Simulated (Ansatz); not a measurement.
**Run report: C$_{2}$H$_{7}$ClGe, nudged elastic band**

C$_{2}$H$_{7}$ClGe, computed with RKS B3LYP-D4/def2-SVP (Ansatz 0.2.0).

It belongs to a series of runs on one base structure; here: band between the two ends. Figures and captions count atoms from 1; the log counts them from 0 in places.

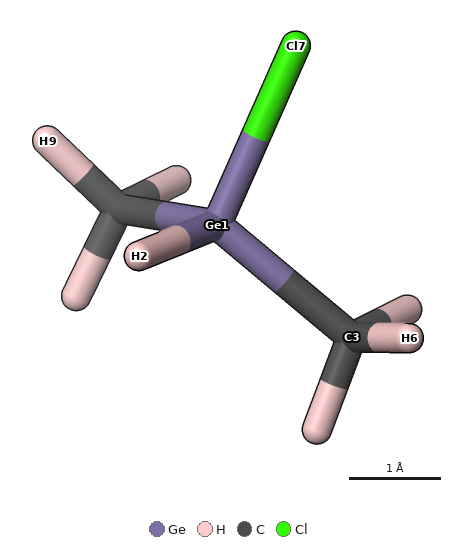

Fig. 1: The input geometry (stick view, seen at a tilt; atoms are numbered from 1 in the order of the input). Sticks mark near contacts. Bond lengths as drawn: Cl–Ge 2.20 Å, C–Ge 1.96 Å, C–H 1.10 Å and Ge–H 1.54 Å.

Input file
```yaml
crystal:
  periodic: [false, false, false]
  atoms:
    - { symbol: Ge, position_ang: [0.13426, -0.171654, 0.517364] }
    - { symbol: H, position_ang: [-0.086176, -0.411166, 2.026966] }
    - { symbol: C, position_ang: [2.027748, 0.052333, 0.083034] }
    - { symbol: H, position_ang: [2.582275, -0.868205, 0.325106] }
    - { symbol: H, position_ang: [2.141044, 0.265146, -0.990312] }
    - { symbol: H, position_ang: [2.455992, 0.886982, 0.656604] }
    - { symbol: Cl, position_ang: [-0.859276, 1.731736, 0.051413] }
    - { symbol: C, position_ang: [-0.728364, -1.545808, -0.574126] }
    - { symbol: H, position_ang: [-1.802233, -1.600336, -0.344279] }
    - { symbol: H, position_ang: [-0.606328, -1.304559, -1.640484] }
    - { symbol: H, position_ang: [-0.270944, -2.528069, -0.375487] }
basis:
  gaussian: { orbitals: def2-SVP }
hamiltonian:
  xc: b3lyp
  dispersion: d4
neb:
  order_check: false
  images: 7
  f_tol: 0.05
  max_iterations: 60
  final_atoms:
    - { symbol: Ge, position_ang: [-1.22357401, 0.12521978, 0.51225932] }
    - { symbol: H, position_ang: [1.40922492, -0.12549204, 1.5107845] }
    - { symbol: C, position_ang: [2.15290357, -0.06214072, 0.69801059] }
    - { symbol: H, position_ang: [2.30041216, -1.06031735, 0.2609698] }
    - { symbol: H, position_ang: [1.80450185, 0.63586654, -0.0755836] }
    - { symbol: H, position_ang: [3.09852173, 0.3023775, 1.12348022] }
    - { symbol: Cl, position_ang: [-0.91136687, 1.6168368, -1.11953113] }
    - { symbol: C, position_ang: [-0.93547197, -1.50400516, -0.62082551] }
    - { symbol: H, position_ang: [-0.84919229, -2.41392969, -0.00437697] }
    - { symbol: H, position_ang: [-1.81191952, -1.61166312, -1.28728575] }
    - { symbol: H, position_ang: [-0.04604157, -1.39635256, -1.26210246] }
  initial_path:
    images:
      - { positions_ang: [[0.13426, -0.171654, 0.517364], [-0.086176, -0.411166, 2.026966], [2.027748, 0.052333, 0.083034], [2.582275, -0.868205, 0.325106], [2.141044, 0.265146, -0.990312], [2.455992, 0.886982, 0.656604], [-0.859276, 1.731736, 0.051413], [-0.728364, -1.545808, -0.574126], [-1.802233, -1.600336, -0.344279], [-0.606328, -1.304559, -1.640484], [-0.270944, -2.528069, -0.375487]] }
      - { positions_ang: [[0.09830257, -0.13115388, 0.3912234], [0.15738078, -0.31127396, 1.89897732], [2.04059058, 0.04550573, 0.20287893], [2.54819807, -0.90421654, 0.34772766], [2.13165443, 0.34039949, -0.84434654], [2.5246341, 0.80204642, 0.81588366], [-0.91983432, 1.7462387, -0.13345445], [-0.77362116, -1.56405806, -0.59272251], [-1.69837422, -1.73813923, -0.20815517], [-0.87614577, -1.31134032, -1.57742582], [-0.24478707, -2.46760835, -0.56478749]] }
      - { positions_ang: [[0.06234514, -0.09065377, 0.2650828], [0.40093757, -0.21138191, 1.77098865], [2.05343315, 0.03867846, 0.32272385], [2.51412115, -0.94022809, 0.37034932], [2.12226486, 0.41565298, -0.69838108], [2.5932762, 0.71711083, 0.97516333], [-0.98039263, 1.76074141, -0.31832191], [-0.81887833, -1.58230812, -0.61131903], [-1.59451544, -1.87594246, -0.07203133], [-1.14596353, -1.31812163, -1.51436763], [-0.21863014, -2.4071477, -0.75408798]] }
      - { positions_ang: [[0.0263877, -0.05015365, 0.1389422], [0.64449435, -0.11148987, 1.64299997], [2.06627573, 0.03185119, 0.44256878], [2.48004422, -0.97623963, 0.39297098], [2.11287529, 0.49090647, -0.55241562], [2.6619183, 0.63217525, 1.13444299], [-1.04095095, 1.77524411, -0.50318936], [-0.86413549, -1.60055818, -0.62991554], [-1.49065666, -2.01374569, 0.0640925], [-1.4157813, -1.32490295, -1.45130945], [-0.19247321, -2.34668706, -0.94338847]] }
      - { positions_ang: [[-0.00956973, -0.00965354, 0.0128016], [0.88805114, -0.01159782, 1.5150113], [2.07911831, 0.02502392, 0.56241371], [2.4459673, -1.01225117, 0.41559265], [2.10348573, 0.56615996, -0.40645016], [2.7305604, 0.54723966, 1.29372265], [-1.10150926, 1.78974682, -0.68805681], [-0.90939265, -1.61880824, -0.64851205], [-1.38679788, -2.15154892, 0.20021633], [-1.68559906, -1.33168426, -1.38825126], [-0.16631628, -2.28622641, -1.13268895]] }
      - { positions_ang: [[-0.3130708, 0.02406479, 0.13766603], [1.01834458, -0.04007138, 1.5139546], [2.09756462, 0.00323276, 0.59631293], [2.40957851, -1.02426771, 0.37693693], [2.02873976, 0.5835866, -0.32373352], [2.82255073, 0.48602412, 1.25116205], [-1.05397366, 1.74651931, -0.79592539], [-0.91591248, -1.59010747, -0.64159042], [-1.25239648, -2.21714411, 0.14906801], [-1.71717918, -1.40167898, -1.36300988], [-0.1362476, -2.06375795, -1.16504233]] }
      - { positions_ang: [[-0.61657187, 0.05778312, 0.26253046], [1.14863803, -0.06854493, 1.5128979], [2.11601094, -0.0185584, 0.63021215], [2.37318973, -1.03628426, 0.33828122], [1.95399379, 0.60101325, -0.24101688], [2.91454107, 0.42480858, 1.20860144], [-1.00643807, 1.70329181, -0.90379397], [-0.92243231, -1.5614067, -0.63466878], [-1.11799508, -2.2827393, 0.09791968], [-1.74875929, -1.47167369, -1.3377685], [-0.10617892, -1.84128948, -1.19739571]] }
      - { positions_ang: [[-0.92007294, 0.09150145, 0.38739489], [1.27893148, -0.09701848, 1.5118412], [2.13445725, -0.04034956, 0.66411137], [2.33680094, -1.0483008, 0.29962551], [1.87924782, 0.61843989, -0.15830024], [3.0065314, 0.36359304, 1.16604083], [-0.95890247, 1.66006431, -1.01166255], [-0.92895214, -1.53270593, -0.62774715], [-0.98359369, -2.3483345, 0.04677136], [-1.7803394, -1.5416684, -1.31252713], [-0.07611025, -1.61882102, -1.22974909]] }
      - { positions_ang: [[-1.22357401, 0.12521978, 0.51225932], [1.40922492, -0.12549204, 1.5107845], [2.15290357, -0.06214072, 0.69801059], [2.30041216, -1.06031735, 0.2609698], [1.80450185, 0.63586654, -0.0755836], [3.09852173, 0.3023775, 1.12348022], [-0.91136687, 1.6168368, -1.11953113], [-0.93547197, -1.50400516, -0.62082551], [-0.84919229, -2.41392969, -0.00437697], [-1.81191952, -1.61166312, -1.28728575], [-0.04604157, -1.39635256, -1.26210246]] }
```

Hardware: 4 threads of Arm Neoverse V2, 24 GiB of memory available, shared host.

Launched with:
```bash
ansatz run input.yaml --threads 4 --pin off --max-ram 5120MiB --backend cpu --events-out ev --progress --plain --runs-dir out
```

Log
```
Engine: ansatz 0.2.0, aarch64-unknown-linux-gnu
Functional definition: B3LYP
  parameter a0 = 0.2
  parameter ax = 0.72
  parameter ac = 0.81
  exchange = (1 - a0 - ax)*slater_x + ax*b88_x + a0*exact_x
  correlation = (1 - ac)*vwn_rpa_c + ac*lyp_c
1211 factors; integrals over basis functions are off by at most 3.8e-4 eV
mean field evaluation 1: about -71210.7222 eV, gradient 6.3e1 eV
mean field evaluation 2: about -71205.3399 eV, gradient 7.5e1 eV
mean field evaluation 4: about -71219.8835 eV, gradient 1.8e0 eV
mean field evaluation 8: about -71219.8941 eV, gradient 1.3e-1 eV
mean field -71219.89416844 eV, -2617.2828361120 hartree, gradient 5.1e-5 eV, S^2 0.000000; 0 other end points of the search recorded, 0 dependent functions left out
the calculation of the forces begins
reference -71219.89442367 eV, -2617.2828454916 hartree; 34, 34 occupied and 79, 79 virtual orbitals, 1211 factors
1212 factors; integrals over basis functions are off by at most 1.1e-3 eV
mean field evaluation 16: about -71208.9880 eV, gradient 6.5e1 eV
mean field evaluation 32: about -71219.2035 eV, gradient 3.8e-5 eV
mean field -71219.20350121 eV, -2617.2574545595 hartree, gradient 3.8e-5 eV, S^2 0.000000; 0 other end points of the search recorded, 0 dependent functions left out
[... from here on the field's lines of each further geometry are left out, up to the last ...]
NEB iter   1: max|band force component| = 4.427e0 eV/Å  barrier→ = 5.0362 eV  barrier← = 4.3396 eV  Δτ_max = 0.2000 Å  (242 SCF iters)
NEB iter   2: max|band force component| = 2.276e0 eV/Å  barrier→ = 3.2776 eV  barrier← = 2.5811 eV  Δτ_max = 0.1976 Å  (202 SCF iters)
NEB iter   3: max|band force component| = 1.405e0 eV/Å  barrier→ = 2.5280 eV  barrier← = 1.8315 eV  Δτ_max = 0.1965 Å  (194 SCF iters)
NEB iter   4: max|band force component| = 1.809e0 eV/Å  barrier→ = 2.3060 eV  barrier← = 1.6095 eV  CI = image 5  Δτ_max = 0.2000 Å  (189 SCF iters)
NEB iter   5: max|band force component| = 1.493e0 eV/Å  barrier→ = 2.5256 eV  barrier← = 1.8291 eV  CI = image 5  Δτ_max = 0.1991 Å  (188 SCF iters)
NEB iter   6: max|band force component| = 9.358e-1 eV/Å  barrier→ = 2.7933 eV  barrier← = 2.0968 eV  CI = image 5  Δτ_max = 0.1994 Å  (188 SCF iters)
NEB iter   7: max|band force component| = 3.925e-1 eV/Å  barrier→ = 2.7889 eV  barrier← = 2.0924 eV  CI = image 5  Δτ_max = 0.1430 Å  (180 SCF iters)
NEB iter   8: max|band force component| = 1.565e-1 eV/Å  barrier→ = 2.7765 eV  barrier← = 2.0800 eV  CI = image 5  Δτ_max = 0.1990 Å  (168 SCF iters)
NEB iter   9: max|band force component| = 1.693e-1 eV/Å  barrier→ = 2.7626 eV  barrier← = 2.0660 eV  CI = image 5  Δτ_max = 0.1002 Å  (179 SCF iters)
NEB iter  10: max|band force component| = 1.747e-1 eV/Å  barrier→ = 2.7582 eV  barrier← = 2.0617 eV  CI = image 5  Δτ_max = 0.0999 Å  (172 SCF iters)
NEB iter  11: max|band force component| = 1.085e-1 eV/Å  barrier→ = 2.7556 eV  barrier← = 2.0591 eV  CI = image 5  Δτ_max = 0.0665 Å  (170 SCF iters)
NEB iter  12: max|band force component| = 5.101e-2 eV/Å  barrier→ = 2.7548 eV  barrier← = 2.0583 eV  CI = image 5  Δτ_max = 0.0648 Å  (170 SCF iters)
NEB iter  13: max|band force component| = 5.090e-2 eV/Å  barrier→ = 2.7543 eV  barrier← = 2.0578 eV  CI = image 5  Δτ_max = 0.0324 Å  (171 SCF iters)
the calculation of the forces begins
reference -71219.17752847 eV, -2617.2565000791 hartree; 34, 34 occupied and 79, 79 virtual orbitals, 1212 factors
1211 factors; integrals over basis functions are off by at most 7.7e-4 eV
mean field evaluation 800: about -71217.1153 eV, gradient 1.4e-4 eV
mean field -71217.11529623 eV, -2617.1807144419 hartree, gradient 1.8e-5 eV, S^2 0.000000; 1 other end points of the search recorded, 0 dependent functions left out
the calculation of the forces begins
reference -71217.11554093 eV, -2617.1807234344 hartree; 34, 34 occupied and 79, 79 virtual orbitals, 1211 factors
NEB iter  14: max|band force component| = 2.994e-2 eV/Å  barrier→ = 2.7543 eV  barrier← = 2.0578 eV  CI = image 5  Δτ_max = 0.0000 Å  (352 SCF iters)
```

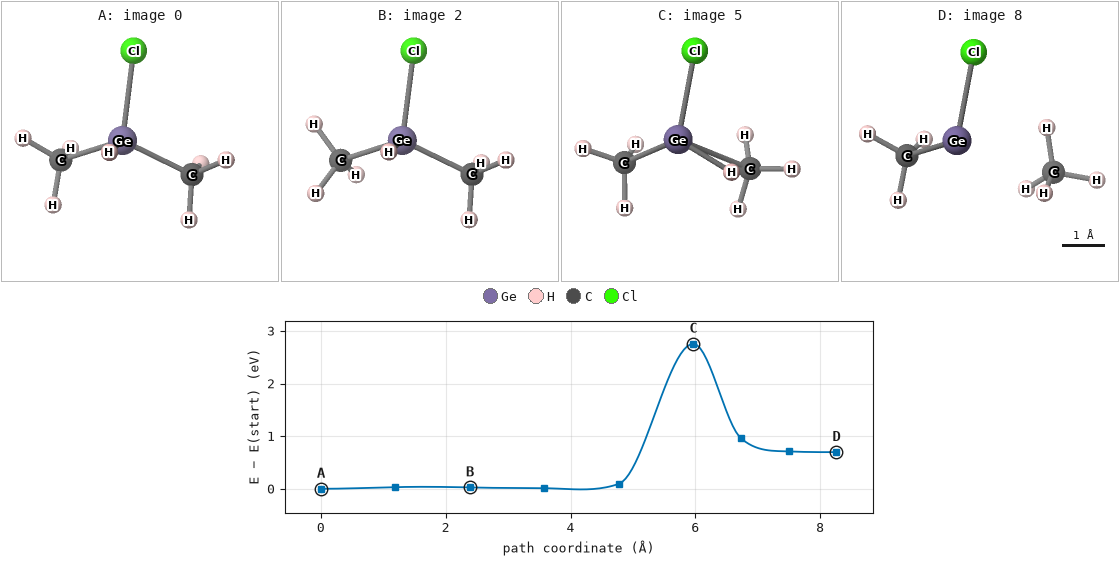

Fig. 2: Images of the last band (counted from 0; ball-and-stick, seen at a tilt) above the energy along the path; the line is a cubic interpolation that uses the forces. The highest image is number 5, 2.754 eV above the start and 2.058 eV above the end (the climbing image); the end lies 0.697 eV above the start. The path is 8.26 Å long. The band converged in 14 iterations.

```
Total energy: -71217.50307414 eV, -2617.1949650174 hartree
Atom 0 at    -0.472603     0.121889     0.517858 Å, force     0.000691    -0.007495    -0.011632 eV/Å
Atom 1 at     0.611043     0.234348     1.613362 Å, force     0.004117     0.000414     0.005842 eV/Å
Atom 2 at     1.840462    -0.184234     0.424723 Å, force    -0.006230     0.000711     0.006291 eV/Å
Atom 3 at     2.036256    -1.251283     0.594187 Å, force     0.000910    -0.000523    -0.000887 eV/Å
Atom 4 at     1.939560     0.106860    -0.629905 Å, force     0.000264     0.000028    -0.001448 eV/Å
Atom 5 at     2.478050     0.449745     1.055153 Å, force     0.002720     0.000429    -0.001972 eV/Å
Atom 6 at    -0.461982     1.866706    -0.832986 Å, force    -0.000663     0.001525    -0.000298 eV/Å
Atom 7 at    -0.709430    -1.485937    -0.600651 Å, force    -0.002388     0.005916     0.002417 eV/Å
Atom 8 at    -0.424438    -2.371672    -0.014056 Å, force     0.000408    -0.000966     0.000917 eV/Å
Atom 9 at    -1.765860    -1.568396    -0.891169 Å, force    -0.001125    -0.001734     0.000283 eV/Å
Atom 10 at    -0.083060    -1.411627    -1.500718 Å, force     0.001297     0.001694     0.000487 eV/Å
Dipole moment:     0.112931    -0.493086     0.147510 e Å
this run last wrote the band of iteration 14 to [file]
```

The last band as extended XYZ (Å, eV, eV/Å)
```
11
Properties=species:S:1:pos:R:3:forces:R:3 image=0 energy=-71220.25712
Ge    0.1343   -0.1717    0.5174   -0.0013   0.0009   0.0037
H    -0.0862   -0.4112    2.0270    0.0001  -0.0002  -0.0003
C     2.0277    0.0523    0.0830    0.0006   0.0012  -0.0024
H     2.5823   -0.8682    0.3251   -0.0016  -0.0007  -0.0009
H     2.1410    0.2651   -0.9903    0.0022   0.0005   0.0015
H     2.4560    0.8870    0.6566    0.0001   0.0003  -0.0001
Cl   -0.8593    1.7317    0.0514    0.0001   0.0006   0.0005
C    -0.7284   -1.5458   -0.5741    0.0001  -0.0022  -0.0030
H    -1.8022   -1.6003   -0.3443   -0.0005   0.0015   0.0001
H    -0.6063   -1.3046   -1.6405   -0.0003  -0.0028   0.0010
H    -0.2709   -2.5281   -0.3755    0.0004   0.0009  -0.0001
11
Properties=species:S:1:pos:R:3:forces:R:3 image=1 energy=-71220.22542
Ge    0.1159   -0.1244    0.4727   -0.0006  -0.0018   0.0026
H    -0.2006   -0.2485    1.9788    0.0030  -0.0030   0.0018
C     2.0413   -0.0031    0.1528    0.0041   0.0024  -0.0031
H     2.5370   -0.9174    0.5165    0.0003   0.0011  -0.0039
H     2.2392    0.1048   -0.9240   -0.0032   0.0028  -0.0019
H     2.4639    0.8645    0.6798   -0.0009   0.0004  -0.0006
Cl   -0.7611    1.7872   -0.1669   -0.0033  -0.0009   0.0053
C    -0.7387   -1.5376   -0.5867   -0.0010  -0.0026   0.0019
H    -1.5211   -2.0445   -0.0036   -0.0126   0.0092  -0.0029
H    -1.1975   -1.0940   -1.4819    0.0128   0.0013  -0.0109
H     0.0097   -2.2807   -0.9017    0.0014  -0.0089   0.0118
11
Properties=species:S:1:pos:R:3:forces:R:3 image=2 energy=-71220.23157
Ge    0.1021   -0.0775    0.4199   -0.0031   0.0001   0.0016
H    -0.3320   -0.0757    1.9019   -0.0038   0.0060  -0.0038
C     2.0478   -0.0524    0.2270    0.0106  -0.0009   0.0038
H     2.4836   -0.9752    0.6418   -0.0047  -0.0025   0.0012
H     2.3105    0.0176   -0.8392    0.0010  -0.0021   0.0022
H     2.4761    0.8123    0.7539   -0.0026  -0.0021   0.0026
Cl   -0.6349    1.8143   -0.4228    0.0038   0.0011  -0.0076
C    -0.7426   -1.5310   -0.5896   -0.0010   0.0020   0.0019
H    -0.9796   -2.3746    0.0764    0.0169  -0.0092   0.0010
H    -1.6736   -1.1688   -1.0482   -0.0136  -0.0041   0.0119
H    -0.0694   -1.8826   -1.3854   -0.0034   0.0115  -0.0148
11
Properties=species:S:1:pos:R:3:forces:R:3 image=3 energy=-71220.24564
Ge    0.1039   -0.0705    0.3965    0.0048   0.0044  -0.0049
H    -0.3943   -0.0408    1.8578    0.0030   0.0094   0.0043
C     2.0603   -0.1060    0.2953   -0.0276  -0.0051   0.0107
H     2.4700   -0.7983    1.0476   -0.0048  -0.0102  -0.0221
H     2.3833   -0.4303   -0.7051    0.0019   0.0146  -0.0013
H     2.4562    0.9021    0.4866    0.0055  -0.0140   0.0108
Cl   -0.5443    1.8276   -0.5023    0.0000   0.0044  -0.0078
C    -0.7604   -1.4910   -0.6341    0.0038   0.0120  -0.0015
H    -0.5319   -2.4775   -0.2011    0.0099  -0.0001   0.0059
H    -1.8501   -1.3435   -0.6306    0.0004  -0.0130   0.0021
H    -0.4047   -1.4653   -1.6748    0.0033  -0.0024   0.0037
11
Properties=species:S:1:pos:R:3:forces:R:3 image=4 energy=-71220.16214
Ge    0.0387    0.0438    0.3875    0.2862  -0.0462  -0.0902
H    -0.2550    0.2516    1.8745   -0.4775   0.0044   0.1585
C     1.9709   -0.1580    0.2744    0.0668   0.0398  -0.0615
H     2.2143   -1.2011    0.5334    0.0941   0.0154  -0.0373
H     2.2853    0.0523   -0.7549    0.1930  -0.0427  -0.0703
H     2.4949    0.5149    0.9678    0.0060   0.0250  -0.0449
Cl   -0.5340    1.8551   -0.7110   -0.0360  -0.0007   0.0734
C    -0.7276   -1.4855   -0.5584   -0.0088  -0.0263   0.0060
H    -0.4853   -2.4083   -0.0080   -0.0329  -0.0095   0.0054
H    -1.8093   -1.4432   -0.7420   -0.0216   0.0913   0.0770
H    -0.2048   -1.5151   -1.5276   -0.0693  -0.0506  -0.0159
11
Properties=species:S:1:pos:R:3:forces:R:3 image=5 energy=-71217.50283
Ge   -0.4726    0.1219    0.5179    0.0007  -0.0075  -0.0116
H     0.6110    0.2343    1.6134    0.0041   0.0004   0.0058
C     1.8405   -0.1842    0.4247   -0.0062   0.0007   0.0063
H     2.0363   -1.2513    0.5942    0.0009  -0.0005  -0.0009
H     1.9396    0.1069   -0.6299    0.0003   0.0000  -0.0014
H     2.4781    0.4497    1.0552    0.0027   0.0004  -0.0020
Cl   -0.4620    1.8667   -0.8330   -0.0007   0.0015  -0.0003
C    -0.7094   -1.4859   -0.6007   -0.0024   0.0059   0.0024
H    -0.4244   -2.3717   -0.0141    0.0004  -0.0010   0.0009
H    -1.7659   -1.5684   -0.8912   -0.0011  -0.0017   0.0003
H    -0.0831   -1.4116   -1.5007    0.0013   0.0017   0.0005
11
Properties=species:S:1:pos:R:3:forces:R:3 image=6 energy=-71219.29911
Ge   -0.8603    0.1561    0.5713   -0.6594   0.0728   0.0699
H     0.9943    0.0947    1.2845    0.6450  -0.2110  -0.5722
C     1.8760   -0.1523    0.6011    0.0609   0.0493   0.3070
H     2.0719   -1.2313    0.6507    0.0478   0.0305   0.1236
H     1.7761    0.1609   -0.4493   -0.2684   0.0685   0.3109
H     2.6717    0.4324    1.0720    0.3269  -0.0282   0.0319
Cl   -0.5117    1.8256   -0.8864   -0.0566  -0.0762  -0.1394
C    -0.7329   -1.4562   -0.6201   -0.0415   0.0555  -0.0258
H    -0.4282   -2.3392   -0.0307   -0.0236   0.0619  -0.0033
H    -1.7746   -1.6210   -0.9472   -0.0181  -0.0856  -0.0966
H    -0.0943   -1.3632   -1.5103   -0.0130   0.0625  -0.0060
11
Properties=species:S:1:pos:R:3:forces:R:3 image=7 energy=-71219.54740
Ge   -1.1578    0.1485    0.5356   -0.0237   0.0021  -0.0066
H     1.2411    0.0118    1.4053    0.0179  -0.0048   0.0100
C     2.0642   -0.1289    0.6814    0.0162   0.0016   0.0038
H     2.2355   -1.2040    0.5353    0.0101   0.0009  -0.0048
H     1.8105    0.3474   -0.2743    0.0039   0.0110   0.0139
H     2.9611    0.3451    1.1030    0.0213  -0.0068   0.0041
Cl   -0.8131    1.7130   -1.0207   -0.0181  -0.0090  -0.0164
C    -0.8538   -1.4494   -0.6397   -0.0085   0.0011  -0.0019
H    -0.5252   -2.3170   -0.0437   -0.0106   0.0024   0.0023
H    -1.8318   -1.7028   -1.0903   -0.0058  -0.0051  -0.0102
H    -0.1426   -1.2572   -1.4561   -0.0027   0.0065   0.0059
11
Properties=species:S:1:pos:R:3:forces:R:3 image=8 energy=-71219.56058
Ge   -1.2236    0.1252    0.5123   -0.0028  -0.0049   0.0089
H     1.4092   -0.1255    1.5108    0.0154  -0.0011  -0.0110
C     2.1529   -0.0621    0.6980   -0.0186  -0.0192   0.0020
H     2.3004   -1.0603    0.2610   -0.0022   0.0245   0.0088
H     1.8045    0.6359   -0.0756    0.0072  -0.0045   0.0027
H     3.0985    0.3024    1.1235   -0.0024  -0.0002  -0.0018
Cl   -0.9114    1.6168   -1.1195    0.0015   0.0039  -0.0062
C    -0.9355   -1.5040   -0.6208    0.0002  -0.0104  -0.0285
H    -0.8492   -2.4139   -0.0044   -0.0003   0.0154  -0.0076
H    -1.8119   -1.6117   -1.2873    0.0194   0.0017   0.0193
H    -0.0460   -1.3964   -1.2621   -0.0176  -0.0052   0.0135
```

Summary

| quantity | value |
| --- | --- |
| outcome | converged |
| barrier, forward | 2.754 eV |
| barrier, backward | 2.058 eV |
| wall time | 2.4 min (CPU time 8.9 min) |
| peak memory | 0.29 GiB |

Notes

The order of the saddle point was not checked.
